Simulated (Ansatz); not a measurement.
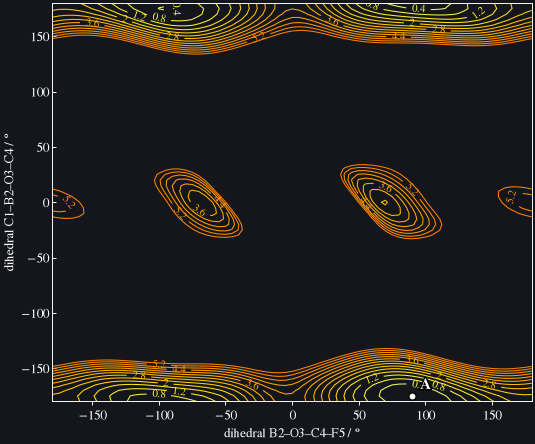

C2H6BFO, SMILES CBOCF. 
- Coordinates scanned: (1) dihedral B2–O3–C4–F5; (2) dihedral C1–B2–O3–C4.
- Nothing is relaxed (all other coordinates rigid).
- The grid has 18 × 18 points.
- Points are written as (first, second).
- Energies are in kcal/mol, from the relaxed molecule at the same level.
- The calculation used RKS PBE0-D4/def2-SVP (Ansatz).

The picture shows contour lines labelled in kcal/mol (none above 5.6), the point A. Between grid points the surface is interpolated.

Find the lowest pass out of the well at A.

Answer. The easiest path leads from the well at about (90°, −175°) to the well at about (−95°, 175°), about 0.37 kcal/mol higher (on a rigid scan; wells that are mirror images or exchange like atoms can differ by this much). Its highest point lies about 2.2 kcal/mol above the bottom of the first well on the interpolated surface, at (−180°, −180°). Seen from the upper well the barrier is about 1.9 kcal/mol. The start is the relaxed structure and all else is held, so a fully relaxed path at this level can only be lower.

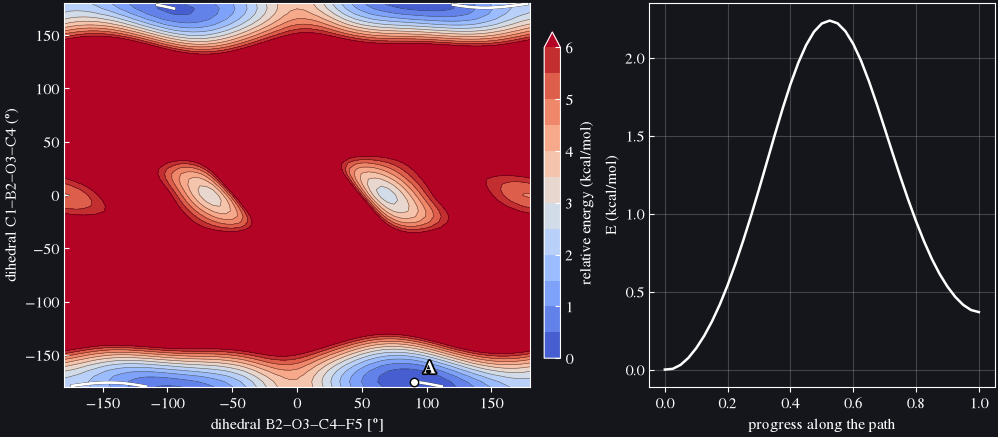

Drawn: filled contours, a line along the lowest path, one colour for all values above the top of the scale, the energy along the path at the right. Between grid points the surface is interpolated.
